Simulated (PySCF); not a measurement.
CBr (charge +1)

```yaml
atoms:
  - { symbol: C, position_ang: [0.0000, 0.0000, -1.4730] }
  - { symbol: Br, position_ang: [0.0000, 0.0000, 0.2240] }
```

Level of theory: PBE0/cc-pVTZ(-PP), non-relativistic Hamiltonian with scalar-relativistic core potentials where named, at a bond length of 1.697 Å in PySCF 2.14.0.

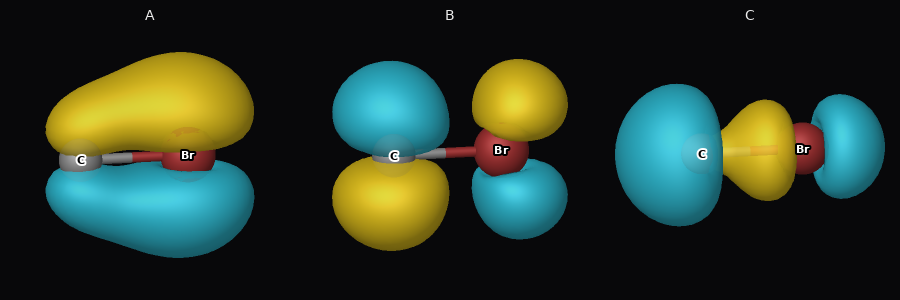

Figure 1. Three frontier orbitals, each drawn at the value that holds 80 % of its norm (yellow and cyan are the two phases), in no order; of a degenerate pair one member is drawn.

Label each orbital by symmetry, say whether it is occupied, and order them by energy.

Orbital A: π, occupied, −18.84 eV; mainly on Br (80 %).
Orbital C: σ, occupied, −17.67 eV; mainly on C (75 %).
Orbital B: π, empty, −11.32 eV; antibonding, with a node between the atoms.

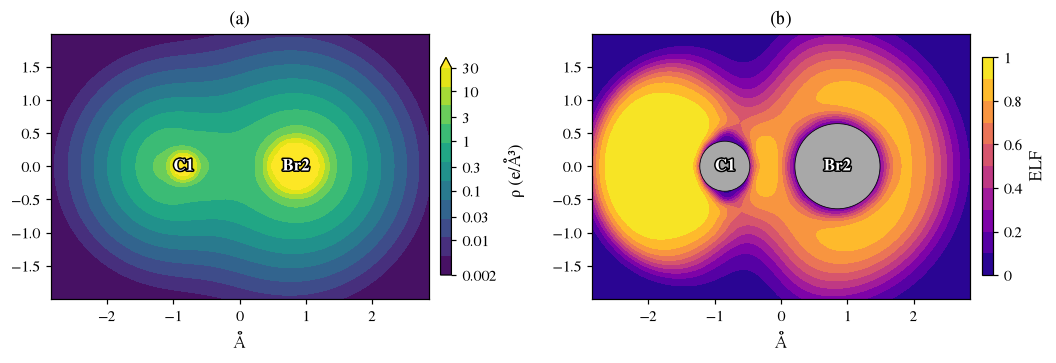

Figure 2. (a) total electron density; (b) ELF on a plane that holds the molecular axis. Grey discs cover the atomic cores in the ELF map.

What do the fields say about this system?

- Atoms in the plane: C and Br.
- C–Br (1.70 Å): ρ at the midpoint is about 1.7 e/Å³; the ELF peaks at about 0.90 between the atoms: a covalent bond.
- The ELF also peaks beside Br2 and C1, away from the bonds: lone-pair regions.

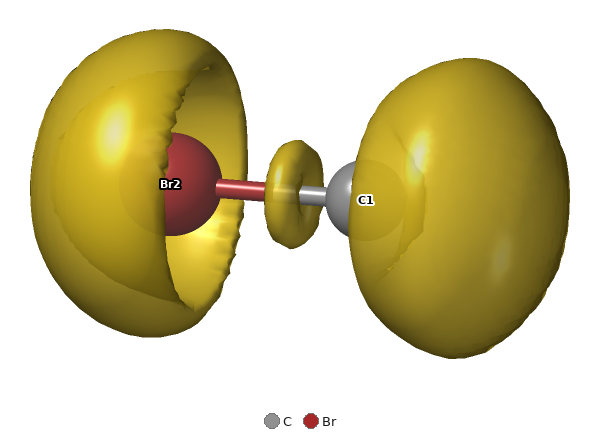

Figure 3. Isosurface of the ELF at 0.8 (yellow), seen from one side. Core shells and regions of very low density are left out.

What do the ELF domains correspond to?

The ELF exceeds this value in one region between bonded Br–C atoms (shared pairs), one ring or bowl of non-bonding electrons around Br and one lobe on C, pointing away from the bonds (lone pairs).
